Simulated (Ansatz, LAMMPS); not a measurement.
**Binding across the interface in amorphous film on crystalline C with 5 % Si on C sites, (100) (216 atoms)**

How much energy holds the two parts of amorphous film on crystalline C with 5 % Si on C sites, (100) (216 atoms) together, and how does it fall off with distance?

Program: Ansatz 0.2.0. Level of theory: Kohn-Sham DFT, PBE, PAW (set soft_2), plane waves. Results are calculated unless marked as measured.

### Step 1. Starting point

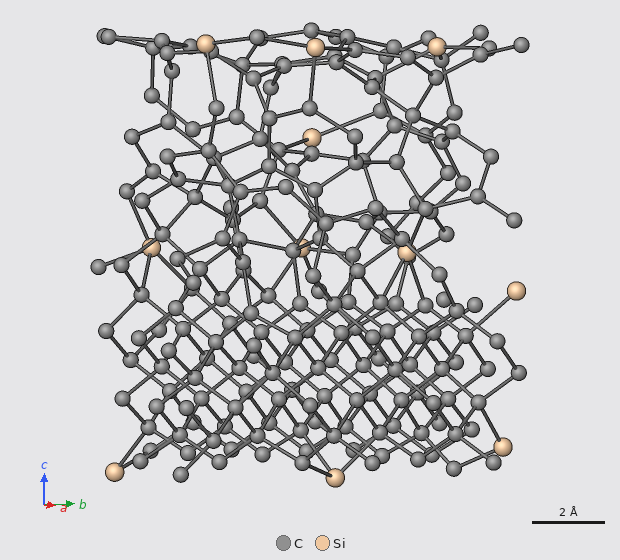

The starting structure, seen from the side, with the c axis up (carbon grey, silicon light orange). Bonds to atoms that aren't drawn are left out. Some periodic images of atoms are drawn too.

The cell holds 216 atoms: 205 C and 11 Si. Cell: a = 10.698 Å, b = 10.698 Å, c = 22.983 Å, α = 90.0°, β = 90.0°, γ = 90.0°. It derives from C (diamond C) and Si. A 3 x 3 x 3 block of diamond C (a = 3.566 Å), 5 % of C replaced at random by Si with its (100) planes normal to z; the lower 33 % held fixed, the rest melted at 8000 K for 10 ps and cooled to 500 K at 100 K/ps with the Tersoff potential (Tersoff, Phys. Rev. B 39, 5566 (1989)); then all atoms free for 10 ps at 500 K, under 12 Å of vacuum. Minimised at fixed cell. Regions: crystal, 72 atoms (69 C and 3 Si); amorphous, 144 atoms (136 C and 8 Si). Vacuum lies along c.

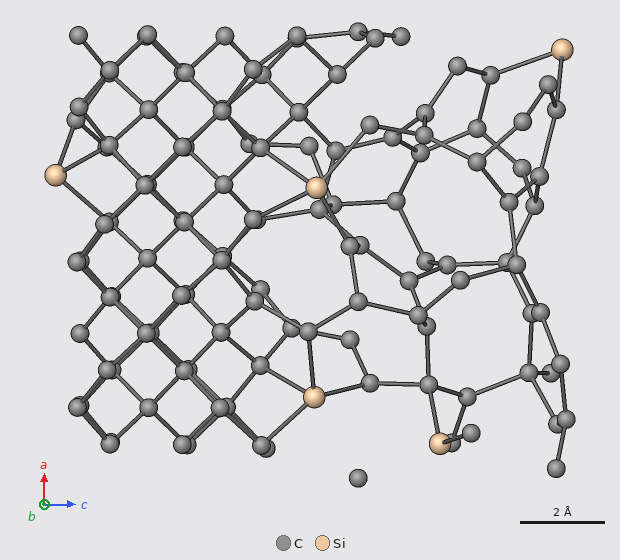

A slice 6 Å thick through the middle of the cell. Bonds to atoms that aren't drawn are left out.

Limits known from the start: The starting topology of bonds comes from the classical model, and needn't be the one that DFT or experiment would give. The main run has no spin polarisation, so any moments at edges, vacancies or dangling bonds can't form in it. The Brillouin zone is sampled at Γ only, in a cell whose shortest periodic width is 11 Å.

### Step 2. Single point at the start

The forces at the start show how far the geometry lies from a minimum of this functional.

The input, input.yaml:

```yaml
crystal:
  lattice:
    - [10.698, 0.0, 0.0]
    - [0.0, 10.698, 0.0]
    - [0.0, 0.0, 22.98329]
  atoms:
    - { symbol: C, position: [0.02118, 0.1779, 0.93151] }
    - { symbol: C, position: [0.07663, 0.27889, 0.9666] }
    - { symbol: C, position: [0.98656, 0.36048, 0.00387] }
    - { symbol: C, position: [0.07093, 0.44267, 0.04642] }
    - { symbol: C, position: [0.15927, 0.19452, 0.0064] }
    - { symbol: C, position: [0.23986, 0.27373, 0.04752] }
    - { symbol: C, position: [0.15915, 0.36011, 0.93466] }
    - { symbol: C, position: [0.23883, 0.44109, 0.9681] }
    - { symbol: C, position: [0.98833, 0.52743, 0.93316] }
    - { symbol: C, position: [0.07279, 0.60746, 0.96604] }
    - { symbol: C, position: [0.9901, 0.69115, 0.00532] }
    - { symbol: C, position: [0.07162, 0.77871, 0.04143] }
    - { symbol: C, position: [0.15434, 0.52411, 0.00632] }
    - { symbol: C, position: [0.2368, 0.60697, 0.04349] }
    - { symbol: C, position: [0.15495, 0.68933, 0.93216] }
    - { symbol: C, position: [0.23859, 0.7746, 0.96305] }
    - { symbol: C, position: [0.98852, 0.85322, 0.93224] }
    - { symbol: C, position: [0.06909, 0.9422, 0.96208] }
    - { symbol: C, position: [0.98836, 0.0276, 0.00244] }
    - { symbol: C, position: [0.07529, 0.11037, 0.04293] }
    - { symbol: C, position: [0.15629, 0.86135, 0.00124] }
    - { symbol: C, position: [0.23957, 0.94269, 0.03922] }
    - { symbol: Si, position: [0.13702, 0.05155, 0.9083] }
    - { symbol: C, position: [0.24097, 0.11604, 0.96436] }
    - { symbol: C, position: [0.3239, 0.20089, 0.93431] }
    - { symbol: C, position: [0.40352, 0.27975, 0.96775] }
    - { symbol: C, position: [0.32205, 0.35869, 0.00807] }
    - { symbol: C, position: [0.4079, 0.4407, 0.04495] }
    - { symbol: C, position: [0.4872, 0.19586, 0.00374] }
    - { symbol: C, position: [0.57309, 0.27556, 0.04205] }
    - { symbol: C, position: [0.48298, 0.36088, 0.935] }
    - { symbol: C, position: [0.5702, 0.44139, 0.96539] }
    [... 178 atom lines left out ...]
    - { symbol: C, position: [0.40228, 0.95241, 0.11192] }
    - { symbol: C, position: [0.74033, 0.24281, 0.1737] }
    - { symbol: C, position: [0.23257, 0.37128, 0.40283] }
    - { symbol: C, position: [0.29335, 0.90351, 0.19597] }
    - { symbol: C, position: [0.20556, 0.47524, 0.29844] }
    - { symbol: C, position: [0.02916, 0.92308, 0.42848] }
kpoints:
  mp_grid: { grid: [1, 1, 1] }
hamiltonian:
  xc: pbe
scf:
  occupations: { method: fermi_dirac, width: 0.05 }
output:
  forces: true
```

Started as:

```
$ ansatz run input.yaml --threads 4 --pin off --max-ram 8192MiB --backend cpu --events-out ev --progress --plain --runs-dir out
```

Numbers of over 12 decimals in the logs are rounded to 6 here.

The log of the run:

```text
Engine: ansatz 0.2.0, x86_64-unknown-linux-gnu
Pseudopotentials: kind: paw
Pseudopotential: C, paw, valence charge 4, recommended cutoff 420 eV (normal), C.paw.azcp
Pseudopotential: Si, paw, valence charge 4, recommended cutoff 420 eV (normal), Si.paw.azcp
[... 5 lines on functional and potentials left out ...]
Crystal: 216 atoms, lattice volume = 2630.373 Å³
Basis set: ecut = 420 eV, 51353 PW (Γ), exchange–correlation on 144×144×320 points (8 copies of the dense FFT grid, shifted against one another)
Bands: 648, of which v1, the nominal top of the filled ones, is band 432 counted from 1 (431 counted from 0)
Symmetry: 1 space group operations
Space group: P1 (ITA 1), of the structure as read, at distance tolerance 1.4e-4 Å
k-points: 1
[... 5 lines on functional and potentials left out ...]
Initial density: superposition of atomic densities (neutral atoms: chi_scale 0, normalization atom), corrected by the library's trained network
Initial wavefunctions: pseudopotential atomic-orbital guess
Functional: x = pbe(κ = 0.804, μ = 0.219515), c = pbe(β = 0.066725)
SCF iter   1: F=—  HF=-58256.182772 eV  |F-HF|=—  |Δ(HF+E_count)|=         —  Δρ=2.49e-2  dr2=2.04e2  ethr=1.77e-3  ⟨swp⟩=7.0  Hψ=3381  notcnv=0  defer=177
preconditioner: auto → LDOS  [metal: Δε(μ)=0.053 eV  Ē_g=14.145 eV  σ=0.050 eV  W_gap=0.26  n_scr=508 (ndim 8)  ℏωp=21.3 eV  f_vac=0.364  D(μ)=46.45/eV (n_scr^D=248)  β→1.0]
SCF iter   2: F=—  HF=-58253.024190 eV  |F-HF|=—  |Δ(HF+E_count)|=    3.16e0  Δρ=2.03e-2  dr2=4.44e1  ethr=1.77e-3  ⟨swp⟩=3.0  Hψ=1127  notcnv=0  defer=185
SCF iter   3: F=—  HF=-58251.019618 eV  |F-HF|=—  |Δ(HF+E_count)|=    2.00e0  Δρ=4.65e-3  dr2=1.43e0  ethr=1.77e-3  ⟨swp⟩=2.0  Hψ=536  notcnv=0  defer=185
SCF iter   4: F=—  HF=-58250.991503 eV  |F-HF|=—  |Δ(HF+E_count)|=   2.81e-2  Δρ=2.16e-3  dr2=2.45e-1  ethr=1.65e-4  ⟨swp⟩=3.0  Hψ=811  notcnv=0  defer=183
SCF iter   5: F=—  HF=-58250.974283 eV  |F-HF|=—  |Δ(HF+E_count)|=   1.72e-2  Δρ=9.38e-4  dr2=5.05e-2  ethr=2.84e-5  ⟨swp⟩=2.0  Hψ=759  notcnv=0  defer=183
SCF iter   6: F=—  HF=-58250.972846 eV  |F-HF|=—  |Δ(HF+E_count)|=   1.44e-3  Δρ=4.64e-4  dr2=1.20e-2  ethr=5.85e-6  ⟨swp⟩=2.0  Hψ=879  notcnv=0  defer=183
SCF iter   7: F=—  HF=-58250.972545 eV  |F-HF|=—  |Δ(HF+E_count)|=   3.01e-4  Δρ=2.40e-4  dr2=2.88e-3  ethr=1.39e-6  ⟨swp⟩=2.0  Hψ=887  notcnv=0  defer=183
SCF iter   8: F=—  HF=-58250.972602 eV  |F-HF|=—  |Δ(HF+E_count)|=   5.70e-5  Δρ=1.49e-4  dr2=9.79e-4  ethr=3.34e-7  ⟨swp⟩=2.0  Hψ=509  notcnv=0  defer=183
SCF iter   9: F=—  HF=-58250.972502 eV  |F-HF|=—  |Δ(HF+E_count)|=   1.00e-4  Δρ=9.85e-5  dr2=3.90e-4  ethr=1.13e-7  ⟨swp⟩=2.0  Hψ=661  notcnv=0  defer=183
SCF iter  10: F=—  HF=-58250.972512 eV  |F-HF|=—  |Δ(HF+E_count)|=   1.02e-5  Δρ=6.79e-5  dr2=1.99e-4  ethr=4.52e-8  ⟨swp⟩=2.0  Hψ=759  notcnv=0  defer=183
SCF iter  11: F=—  HF=-58250.972499 eV  |F-HF|=—  |Δ(HF+E_count)|=   1.32e-5  Δρ=3.91e-5  dr2=6.89e-5  ethr=2.30e-8  ⟨swp⟩=2.0  Hψ=762  notcnv=0  defer=183
SCF iter  12: F=—  HF=-58250.974795 eV  |F-HF|=—  |Δ(HF+E_count)|=   2.30e-3  Δρ=2.42e-5  dr2=2.83e-5  ethr=7.98e-9  ⟨swp⟩=2.0  Hψ=673  notcnv=0  defer=183
SCF iter  13: F=—  HF=-58250.974798 eV  |F-HF|=—  |Δ(HF+E_count)|=   2.76e-6  Δρ=1.11e-5  dr2=5.52e-6  ethr=3.28e-9  ⟨swp⟩=2.0  Hψ=899  notcnv=0  defer=183
SCF iter  14: F=—  HF=-58250.974799 eV  |F-HF|=—  |Δ(HF+E_count)|=   1.78e-6  Δρ=5.59e-6  dr2=1.44e-6  ethr=6.39e-10  ⟨swp⟩=2.0  Hψ=513  notcnv=0  defer=183
SCF iter  15: F=—  HF=-58250.974800 eV  |F-HF|=—  |Δ(HF+E_count)|=   6.23e-7  Δρ=2.36e-6  dr2=2.52e-7  ethr=1.67e-10  ⟨swp⟩=2.0  Hψ=527  notcnv=0  defer=183
SCF iter  16: F=-58250.974800 eV  HF=-58250.974800 eV  |F-HF|=1.09e-8  |Δ(HF+E_count)|=   1.10e-7  Δρ=1.11e-6  dr2=5.17e-8  ethr=1.16e-11  ⟨swp⟩=4.0  Hψ=1808  notcnv=0
SCF 1 converged in 16 iterations: F = -58250.974800 eV  dr2 = 5.17e-8
  greatest PAW one-centre occupation: 0.685 electrons in one spin orbital (limit 2), on the C atom at site 138 (counted from 0), in its partial waves of l = 0
SCF converged after 16 iterations
Free energy (F): -58250.974800 eV
Harris-Foulkes:  -58250.974800 eV  (|F-HF|=1.09e-8)
Internal energy: -58250.627758 eV  (E = F + TS)
E sigma→0 (E₀):  -58250.801279 eV
Entropy (-TS):   -0.347042 eV (-1.607 meV/atom)
Fermi energy:    3.969162 eV
--- Per-component energies (eV) ---
  E_band       = -4046.826447
  E_kinetic    = 18873.303609
  E_local      = -441156.877431  (includes V_loc(G=0)·N_el)
  E_nonlocal   = 5784.037464
  E_hartree    = 213237.818778
  E_xc         = -10421.690439
  E_vxc        = -12677.560343  (∫ρ·V_xc dr)
  E_paw        = -25944.595787  (= ΣΔE_a)
  E_vpaw       = -1345.380333  (= ΣTr[D̂ρ^β])
  E_aug_tail   = 0.001585  (compensation charges beyond the density's cutoff)
  E_ewald      = 181377.374461
  E_smearing   = -0.347042  (= −TS)
  E_closure    = 0.000000  (closes the sum)
  Σ components = -58250.974800   (vs F -58250.974800, Δ=0.00e0)
--- Forces (eV/Å), atoms counted from 1 ---
  atom   1  C     -0.31124730     0.08105437    -0.17242142
  atom   2  C     -0.20491193     0.81549397    -0.62463730
  atom   3  C      0.88118422     0.46209607     0.48879065
  atom   4  C      0.05082798    -0.02465646    -0.07229509
  atom   5  C      0.52544824    -0.55152443     0.29079689
  atom   6  C     -0.18182279     0.11006043     0.24903419
  atom   7  C      0.41517936    -0.46533107    -1.20238780
  atom   8  C     -0.31724305     0.27795557     0.54993999
  atom   9  C     -0.39056585     0.28845144    -1.21812220
  atom  10  C      0.37438809    -0.27922810     0.71140476
  atom  11  C      0.31507278    -0.21294822     0.92116835
  atom  12  C      0.03416782    -0.05904316    -1.03533459
  atom  13  C     -0.29976147     0.16634521     1.02828693
  atom  14  C     -0.08845398     0.06389903    -0.84179252
[...]
atom 215  C      0.96858705    -1.38245985     0.99078922
  atom 216  C     -1.44473803     2.55901446     0.74499299
  max |Σ_I F_I| component: 4.83e-5 eV/Å
```

Wall time 50 s (4 threads of Intel Xeon Platinum 8488C (Sapphire Rapids), shared host); peak memory 4.1 GiB.

The column dr2 measures how far the density is from self-consistency, as an energy; F and HF (Harris–Foulkes) agree once it is small.

The r.m.s. force at the start is 1.1 eV/Å.

### Step 3. Relaxation

With the cell held, the atoms are moved downhill towards a nearby minimum.

The input, input.yaml:

```yaml
crystal:
  lattice:
    - [10.698, 0.0, 0.0]
    - [0.0, 10.698, 0.0]
    - [0.0, 0.0, 22.98329]
  atoms:
    [... the 216 atom lines of step 2 ...]
kpoints:
  mp_grid: { grid: [1, 1, 1] }
hamiltonian:
  xc: pbe
scf:
  occupations: { method: fermi_dirac, width: 0.05 }
output:
  forces: true
relax:
  f_tol: 0.05
  max_steps: 120
```

The log of the run:

```text
[...]
Crystal: 216 atoms, lattice volume = 2630.373 Å³
Basis set: ecut = 420 eV, 51353 PW (Γ), exchange–correlation on 144×144×320 points (8 copies of the dense FFT grid, shifted against one another)
Bands: 648, of which v1, the nominal top of the filled ones, is band 432 counted from 1 (431 counted from 0)
Symmetry: 1 space group operations
[...]
k-points: 1
[...]
SCF iter   1: F=—  HF=-58256.182770 eV  |F-HF|=—  |Δ(HF+E_count)|=         —  Δρ=2.49e-2  dr2=2.04e2  ethr=1.77e-3  ⟨swp⟩=7.0  Hψ=3381  notcnv=0  defer=177
[...]
SCF iter  12: F=-58250.974780 eV  HF=-58250.974795 eV  |F-HF|=1.53e-5  |Δ(HF+E_count)|=   4.63e-6  Δρ=2.38e-5  dr2=2.75e-5  ethr=7.23e-9  ⟨swp⟩=3.0  Hψ=1508  notcnv=0
SCF 1 converged in 12 iterations: F = -58250.974780 eV  dr2 = 2.75e-5
[...]
relax step   1: F+E_penalty+E_count = -58250.97477954 eV  Δ(F+E_penalty+E_count) = +0.000e0 eV  max|allowed force component| = 4.649e0 eV/Å  Δτ_max = 0.0000 Å  (12 SCF iters, dr2 threshold 6.25e-5 eV, accepted)
[...]
relax step   2: F+E_penalty+E_count = -58263.30921851 eV  Δ(F+E_penalty+E_count) = -1.233e1 eV  max|allowed force component| = 2.890e0 eV/Å  Δτ_max = 0.1948 Å  (10 SCF iters, dr2 threshold 1.00e-4 eV, accepted)
[...]
relax step   3: F+E_penalty+E_count = -58268.68085633 eV  Δ(F+E_penalty+E_count) = -5.372e0 eV  max|allowed force component| = 1.146e0 eV/Å  Δτ_max = 0.1945 Å  (9 SCF iters, dr2 threshold 1.00e-4 eV, accepted)
relax step   4: F+E_penalty+E_count = -58271.77575653 eV  Δ(F+E_penalty+E_count) = -3.095e0 eV  max|allowed force component| = 1.809e0 eV/Å  Δτ_max = 0.2000 Å  (10 SCF iters, dr2 threshold 1.00e-4 eV, accepted)
relax step   5: F+E_penalty+E_count = -58276.20603054 eV  Δ(F+E_penalty+E_count) = -4.430e0 eV  max|allowed force component| = 2.814e0 eV/Å  Δτ_max = 0.1947 Å  (11 SCF iters, dr2 threshold 1.00e-4 eV, accepted)
relax step   6: F+E_penalty+E_count = -58277.38356184 eV  Δ(F+E_penalty+E_count) = -1.178e0 eV  max|allowed force component| = 9.078e0 eV/Å  Δτ_max = 0.1960 Å  (11 SCF iters, dr2 threshold 1.00e-4 eV, accepted)
relax step   7: F+E_penalty+E_count = -58280.22350673 eV  Δ(F+E_penalty+E_count) = -2.840e0 eV  max|allowed force component| = 2.941e0 eV/Å  Δτ_max = 0.2000 Å  (9 SCF iters, dr2 threshold 1.00e-4 eV, accepted)
relax step   8: F+E_penalty+E_count = -58281.32102516 eV  Δ(F+E_penalty+E_count) = -1.098e0 eV  max|allowed force component| = 7.780e-1 eV/Å  Δτ_max = 0.1950 Å  (9 SCF iters, dr2 threshold 1.00e-4 eV, accepted)
relax step   9: F+E_penalty+E_count = -58281.55976794 eV  Δ(F+E_penalty+E_count) = -2.387e-1 eV  max|allowed force component| = 1.576e0 eV/Å  Δτ_max = 0.2000 Å  (11 SCF iters, dr2 threshold 4.23e-5 eV, accepted)
relax step  10: F+E_penalty+E_count = -58282.11774059 eV  Δ(F+E_penalty+E_count) = -5.580e-1 eV  max|allowed force component| = 1.438e0 eV/Å  Δτ_max = 0.0581 Å  (8 SCF iters, dr2 threshold 1.00e-4 eV, accepted)
relax step  11: F+E_penalty+E_count = -58282.59676781 eV  Δ(F+E_penalty+E_count) = -4.790e-1 eV  max|allowed force component| = 7.628e-1 eV/Å  Δτ_max = 0.1956 Å  (9 SCF iters, dr2 threshold 1.00e-4 eV, accepted)
relax step  12: F+E_penalty+E_count = -58282.83346534 eV  Δ(F+E_penalty+E_count) = -2.367e-1 eV  max|allowed force component| = 9.424e-1 eV/Å  Δτ_max = 0.0550 Å  (8 SCF iters, dr2 threshold 1.00e-4 eV, accepted)
relax step  13: F+E_penalty+E_count = -58283.66916398 eV  Δ(F+E_penalty+E_count) = -8.357e-1 eV  max|allowed force component| = 1.406e0 eV/Å  Δτ_max = 0.1952 Å  (10 SCF iters, dr2 threshold 1.00e-4 eV, accepted)
relax step  14: F+E_penalty+E_count = -58283.92172956 eV  Δ(F+E_penalty+E_count) = -2.526e-1 eV  max|allowed force component| = 3.241e0 eV/Å  Δτ_max = 0.1994 Å  (9 SCF iters, dr2 threshold 1.00e-4 eV, accepted)
relax step  15: F+E_penalty+E_count = -58284.46218219 eV  Δ(F+E_penalty+E_count) = -5.405e-1 eV  max|allowed force component| = 1.290e0 eV/Å  Δτ_max = 0.0769 Å  (7 SCF iters, dr2 threshold 1.00e-4 eV, accepted)
relax step  16: F+E_penalty+E_count = -58284.59760272 eV  Δ(F+E_penalty+E_count) = -1.354e-1 eV  max|allowed force component| = 9.079e-1 eV/Å  Δτ_max = 0.2000 Å  (9 SCF iters, dr2 threshold 1.00e-4 eV, accepted)
relax step  17: F+E_penalty+E_count = -58284.82709988 eV  Δ(F+E_penalty+E_count) = -2.295e-1 eV  max|allowed force component| = 4.580e-1 eV/Å  Δτ_max = 0.0787 Å  (7 SCF iters, dr2 threshold 1.00e-4 eV, accepted)
relax step  18: F+E_penalty+E_count = -58284.89302586 eV  Δ(F+E_penalty+E_count) = -6.593e-2 eV  max|allowed force component| = 4.414e-1 eV/Å  Δτ_max = 0.0396 Å  (7 SCF iters, dr2 threshold 5.34e-5 eV, accepted)
relax step  19: F+E_penalty+E_count = -58284.99382800 eV  Δ(F+E_penalty+E_count) = -1.008e-1 eV  max|allowed force component| = 4.274e-1 eV/Å  Δτ_max = 0.1338 Å  (9 SCF iters, dr2 threshold 4.96e-5 eV, accepted)
relax step  20: F+E_penalty+E_count = -58285.03094286 eV  Δ(F+E_penalty+E_count) = -3.711e-2 eV  max|allowed force component| = 1.657e-1 eV/Å  Δτ_max = 0.0570 Å  (7 SCF iters, dr2 threshold 1.00e-4 eV, accepted)
relax step  21: F+E_penalty+E_count = -58285.04436033 eV  Δ(F+E_penalty+E_count) = -1.342e-2 eV  max|allowed force component| = 1.910e-1 eV/Å  Δτ_max = 0.0290 Å  (9 SCF iters, dr2 threshold 4.13e-6 eV, accepted)
relax step  22: F+E_penalty+E_count = -58285.05194161 eV  Δ(F+E_penalty+E_count) = -7.581e-3 eV  max|allowed force component| = 8.222e-2 eV/Å  Δτ_max = 0.0216 Å  (8 SCF iters, dr2 threshold 5.48e-6 eV, accepted)
relax step  23: F+E_penalty+E_count = -58285.05560024 eV  Δ(F+E_penalty+E_count) = -3.659e-3 eV  max|allowed force component| = 7.238e-2 eV/Å  Δτ_max = 0.0203 Å  (11 SCF iters, accepted)
relax step  24: F+E_penalty+E_count = -58285.05948876 eV  Δ(F+E_penalty+E_count) = -3.889e-3 eV  max|allowed force component| = 7.136e-2 eV/Å  Δτ_max = 0.0505 Å  (11 SCF iters, accepted)
relax step  25: F+E_penalty+E_count = -58285.06175402 eV  Δ(F+E_penalty+E_count) = -2.265e-3 eV  max|allowed force component| = 6.246e-2 eV/Å  Δτ_max = 0.0226 Å  (7 SCF iters, dr2 threshold 3.95e-6 eV, accepted)
relax step  26: F+E_penalty+E_count = -58285.06376083 eV  Δ(F+E_penalty+E_count) = -2.007e-3 eV  max|allowed force component| = 4.327e-2 eV/Å  Δτ_max = 0.0153 Å  (7 SCF iters, dr2 threshold 2.99e-6 eV, accepted)
[...]
relax step  27: F+E_penalty+E_count = -58285.06376181 eV  Δ(F+E_penalty+E_count) = -9.815e-7 eV  max|allowed force component| = 4.330e-2 eV/Å  Δτ_max = 0.0000 Å  (5 SCF iters, accepted)
SCF converged after 5 iterations
Free energy (F): -58285.063762 eV
[...]
Internal energy: -58284.872354 eV  (E = F + TS)
E sigma→0 (E₀):  -58284.968058 eV
Entropy (-TS):   -0.191408 eV (-0.886 meV/atom)
Fermi energy:    4.186313 eV
[...]
--- Forces (eV/Å), atoms counted from 1 ---
  atom   1  C      0.00672063     0.00393245    -0.00411832
  atom   2  C     -0.00006010     0.00092770     0.00374732
  atom   3  C      0.00537184     0.00098138    -0.00290598
  atom   4  C     -0.00242324     0.00196500     0.00066294
  atom   5  C      0.00788646     0.00237460     0.00026713
  atom   6  C      0.00140043    -0.00035973    -0.00251570
  atom   7  C     -0.00591774    -0.00658177    -0.00333860
  atom   8  C      0.00163629     0.00053838    -0.01213346
  atom   9  C      0.00194778    -0.00057965    -0.00337878
  atom  10  C      0.00243401    -0.00755286    -0.00220206
  atom  11  C     -0.00178598    -0.00102123    -0.00044139
  atom  12  C      0.00396145     0.00280358    -0.00035318
  atom  13  C     -0.00310705     0.00178971     0.00139454
  atom  14  C     -0.00253627     0.00045417    -0.00082517
[...]
atom 215  C     -0.00419999     0.00363738    -0.00280918
  atom 216  C     -0.00679417    -0.00038056     0.00160071
  max |Σ_I F_I| component: 5.07e-5 eV/Å
--- Relaxed structure (27 steps of the walk, 27 accepted, 0 SCFs on fresh bases) ---
  F+E_penalty+E_count = -58285.06376181 eV   max|allowed force component| = 4.330e-2 eV/Å
  atoms:
    - { symbol: C, position: [0.014745, 0.144314, 0.944526] }
    - { symbol: C, position: [0.077671, 0.268948, 0.967243] }
    - { symbol: C, position: [0.990676, 0.361433, 0.00220711] }
    - { symbol: C, position: [0.073672, 0.440041, 0.044662] }
[...]
- { symbol: C, position: [-0.00394278, 0.920432, 0.429968] }
```

It took 13 min on 4 threads; peak memory 4.1 GiB.

The relaxation converged after 27 steps, 34.1 eV below its start, with a largest force component of 0.043 eV/Å.

(Part 1 of 3 ends here.)

[Logs are printed without paths, hosts, clocks, repeated set-up lines and the standing remarks that a program may print on its own settings, such as how far it seeks lower states.]

[Hosts, paths, dates, database ids (printed as entryN), source tags and the programs' standing remarks are cut or masked in the printed files.]
